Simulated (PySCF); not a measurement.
System: C₆H₁₄N₂Si (SMILES CC[C@H]1CN([SiH3])N=C1C).

```tsv
atom	x (Å)	y (Å)	z (Å)
C	-2.6220	-1.1725	-0.3829
C	-1.6835	0.0073	-0.6076
C	-0.5830	0.0748	0.4539
C	0.4606	-1.0483	0.3465
N	1.7365	-0.3432	0.2044
Si	3.2706	-1.0510	-0.1398
N	1.5466	0.9951	0.1662
C	0.3173	1.2926	0.3006
C	-0.1780	2.6915	0.3281
H	-3.1038	-1.0935	0.5898
H	-3.3954	-1.1946	-1.1476
H	-2.0783	-2.1139	-0.4176
H	-1.2250	-0.0653	-1.5971
H	-2.2628	0.9324	-0.5734
H	-1.0540	0.0902	1.4437
H	0.2922	-1.6807	-0.5305
H	0.4960	-1.6876	1.2321
H	3.4422	-2.1450	0.8234
H	3.3043	-1.6270	-1.4941
H	4.2261	0.0330	0.0130
H	0.6668	3.3732	0.3536
H	-0.7740	2.9042	-0.5594
H	-0.8040	2.8554	1.2048
```

Geometry: GFN2-xTB.

All numbers below come from PBE0/pcSseg-1, SCF density, gas phase, non-relativistic (PySCF 2.14.0).

What will maps of the electron density and electron localisation function show?

C–N (1.27 Å): the density is about 2.8 e/Å³ at the midpoint; the ELF peaks at about 0.90 between the atoms, as expected for a covalent bond.
N–N (1.35 Å): ρ at the midpoint is about 2.4 e/Å³; the ELF peaks at about 0.90 between the atoms (localised, covalent bonding).
C–C (1.48 Å): the density is about 1.8 e/Å³ at the midpoint; the ELF peaks at about 0.95 between the atoms; localised, covalent bonding.
Si–N (1.72 Å): the density is about 1.1 e/Å³ at the midpoint; the ELF peaks at about 0.90 between the atoms (a polar covalent bond).

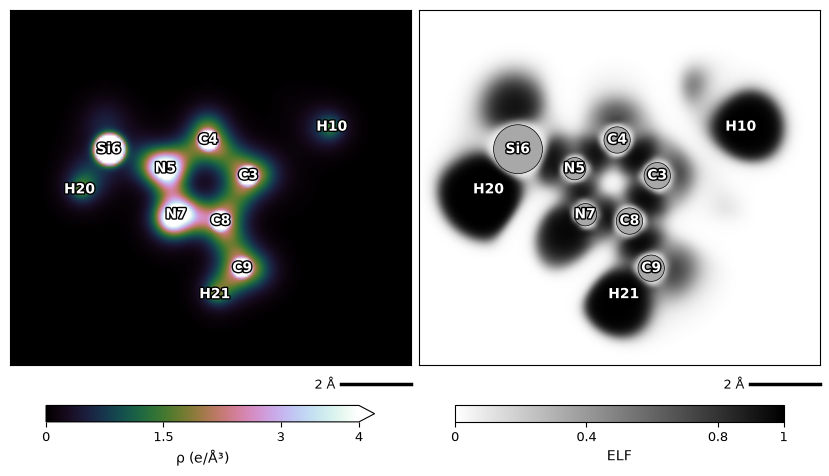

Computed electron density and electron localisation function on the plane of atoms N7, C8 and C9, in this order. Grey discs cover the atomic cores in the ELF map. 
